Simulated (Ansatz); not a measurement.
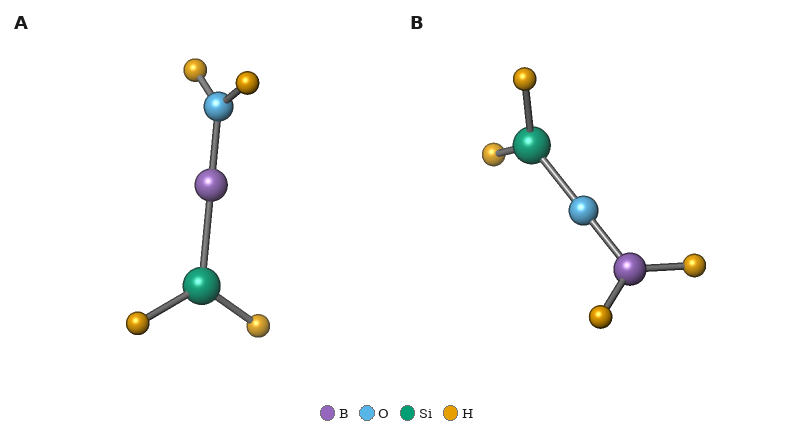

2 stationary structures of one formula. State: charge +1, singlet. Geometries: PBE0-D4/def2-TZVP. Electronic energies: ωB97M-V/def2-TZVPP (Ansatz 0.2.0), without zero-point energy. No frequency run is at hand to confirm each as a minimum. Each is one conformer, not always the lowest.

### Which is lowest in energy, and by how much?

B is lowest (C2v); A lies 81.0 kcal/mol above it (C2v).
